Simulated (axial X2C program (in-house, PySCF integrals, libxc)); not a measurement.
# Relativistic diatomic calculation for GeTi

System: GeTi, single determinant with Ω = 4. The distance is the PBE0 minimum at charge 0.
Method: expectation values, HF and Kohn-Sham, two-component X2C with atomic mean-field Coulomb and Gaunt terms, Ge dyall-cv3z, Ti dyall-cv3z (cores contracted) (axial X2C program (in-house, PySCF integrals, libxc)).

## Output
```
two-component X2C + atomic mean field  PBE0
basis functions 224  fitting functions 1268  grid points 5803
iter        total energy     max residual
   1      -2951.275444881     7.44e-06
   2      -2951.275444884     9.10e-06
   3      -2951.275444885     8.21e-06
converged
one-electron -4392.26270981  Coulomb 1413.51050258  exact exchange -29.95576429  xc functional -92.17540738  nuclear repulsion 150.52151777  atomic mean-field constant -0.91358376
```

## Expectation values by level of theory

```
                                             quantity     PBE0      HF     LDA    PBE50     PBE
effective field for an electron dipole moment (GV/cm)  −0.0415   −2.88   0.205   −0.196   0.137
           field gradient at the first nucleus (a.u.)    −2.43  −0.164   −3.44    −1.64   −3.19
          field gradient at the second nucleus (a.u.)   −0.128  −0.704  −0.289  −0.0228  −0.279
                           A∥/gI, first nucleus (MHz)    −78.8   −99.7   −53.0    −85.9   −63.0
                          A∥/gI, second nucleus (MHz)      124   −3.41     150      103     141
```

Each column comes from one determinant with 2 or more unpaired spinors, which can mix states, in a basis with contracted cores. The levels disagree widely: the effective field runs from −2.88 to 0.205 GV/cm, A∥/gI at the second nucleus runs from −3.41 to 150 MHz, the field gradient at the first nucleus runs from −3.44 to −0.164 a.u. and the field gradient at the second nucleus runs from −0.704 to −0.0228 a.u. They may not all have settled in the same state, and these values aren't reliable properties of the molecule.

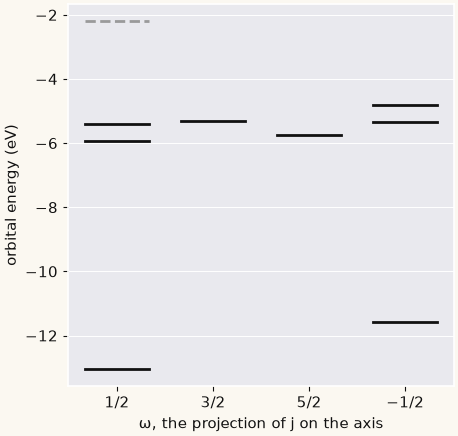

Figure 1. Orbital energies (PBE0) near the frontier at 2.48 Å, filled (solid) and empty (dashed). The highest filled spinor (−1/2; 56 % Ge p, 30 % Ti s) lies at −4.80 eV, the lowest empty one (1/2; 57 % Ge p, 27 % Ti d) at −2.21 eV.

## Input
```
{"zs": [32, 22], "q": 0, "bas": ["dyall-cv3z", "dyall-cv3z"], "r0": 2.57, "levels": ["PBE0", "HF", "LDA", "PBE50", "PBE"], "nst": 3}
```

The line is the task of a batch: nuclear charges, charge, bases, the levels to run, a first guess of the distance and further settings. This report covers the levels named above. The log is that of the reference distance, started from orbitals converged before.

Launched within a batch (the task file carries these settings):
```bash
python <driver script> task.json out
```

## Summary

- outcome: converged; the levels of theory disagree widely
- hardware: 1 thread of Arm Neoverse V2, 112 GiB of memory available, shared host
- wall time: 7.3 s
- peak memory: 0.49 GiB
